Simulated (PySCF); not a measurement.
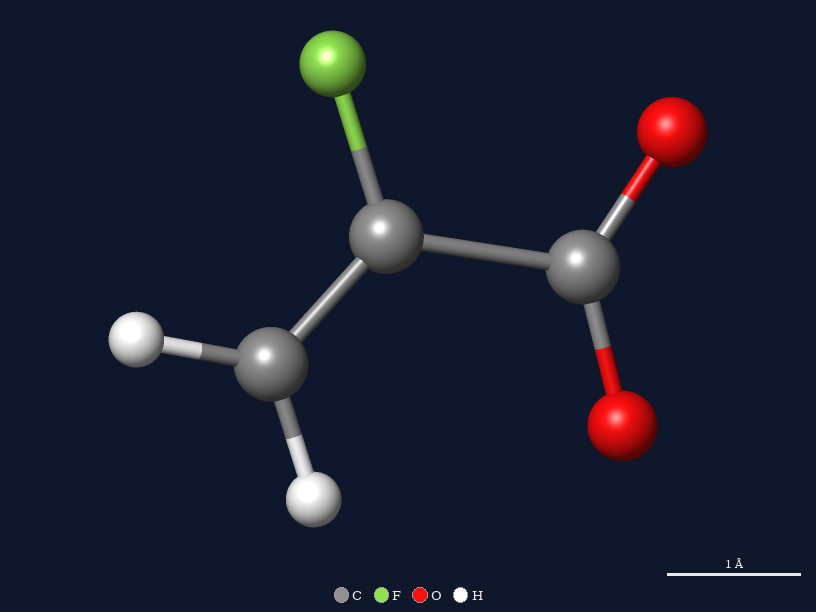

A ball-and-stick model of a molecule. Every bond is drawn as one stick, whatever its order.

Charge −1, singlet. The geometry was computed by an optimisation with GFN2-xTB. No frequency run is at hand to confirm it as a minimum.

Description:

The species is C3H2FO2(-). As SMILES it reads `C=C(F)C(=O)[O-]`. It has no ring. Among its groups: alkene, C–F bond. This geometry has Cs symmetry. All atoms lie on one plane. Coordination: 3 C trigonal planar.

The parts below concern this one geometry. Atoms keep their numbers from picture to picture.

### Quadrupole coupling

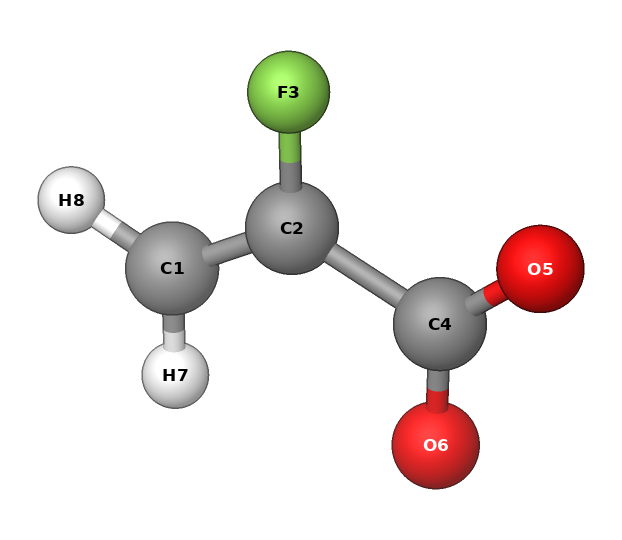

No frequency run is at hand to confirm it as a minimum. Electric field gradients from the ground-state density, PBE0/pcSseg-1 (PySCF 2.14.0), non-relativistic apart from any core potentials.

Give the largest field-gradient component, the quadrupole coupling constant and the asymmetry for 17O at O5 (Q = −25.6 mb), 17O at O6 (Q = −25.6 mb).

```csv
atom,V_zz (a.u.),e²qQ/h (MHz),η
O5,−1.445,8.69,0.26
O6,−1.335,8.03,0.44
```

### Charges

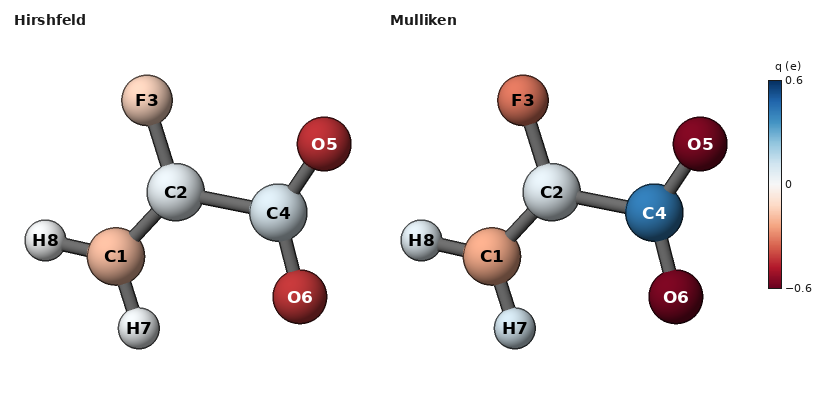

Atomic charges of one calculation by 2 schemes, on one colour scale. No frequency run is at hand to confirm it as a minimum. Method: PBE0/pcSseg-1 (PySCF 2.14.0).

> Which scheme gives the most polar picture (largest mean size of the charges)?

The Mulliken charges are the largest in size here.

> On which atom do the schemes disagree most?

On C4 (from 0.09 to 0.41 e).

List the charges (e), one line for each set of equivalent atoms.

| atom | Hirshfeld | Mulliken |
| --- | --- | --- |
| C1 | −0.19 | −0.22 |
| C2 | 0.05 | 0.07 |
| F3 | −0.13 | −0.31 |
| C4 | 0.09 | 0.41 |
| O5 | −0.43 | −0.56 |
| O6 | −0.42 | −0.57 |
| H7 | 0.02 | 0.11 |
| H8 | 0.01 | 0.07 |

### Bond orders

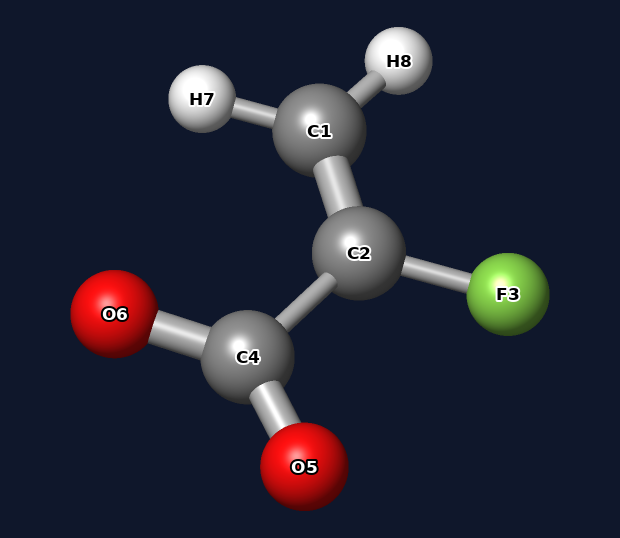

The thickness of each stick grows with its Mayer bond order. No frequency run is at hand to confirm it as a minimum. Level of theory: PBE0/pcSseg-1 (PySCF 2.14.0).

> Which bond has the highest Mayer bond order?

C1–C2, 1.87, at a length of 1.322 Å.

List the Mayer bond orders of C1–C2, C1–H7, C1–H8, C2–F3, C2–C4, C4–O5, C4–O6.

```json
{"bond": "C1–C2", "Mayer order": "1.87", "length (Å)": "1.322"}
{"bond": "C1–H7", "Mayer order": "0.94", "length (Å)": "1.074"}
{"bond": "C1–H8", "Mayer order": "0.94", "length (Å)": "1.081"}
{"bond": "C2–F3", "Mayer order": "0.92", "length (Å)": "1.368"}
{"bond": "C2–C4", "Mayer order": "0.82", "length (Å)": "1.569"}
{"bond": "C4–O5", "Mayer order": "1.76", "length (Å)": "1.233"}
{"bond": "C4–O6", "Mayer order": "1.75", "length (Å)": "1.238"}
```

Mulliken values depend strongly on the basis set and can even reverse the polarity of a bond.
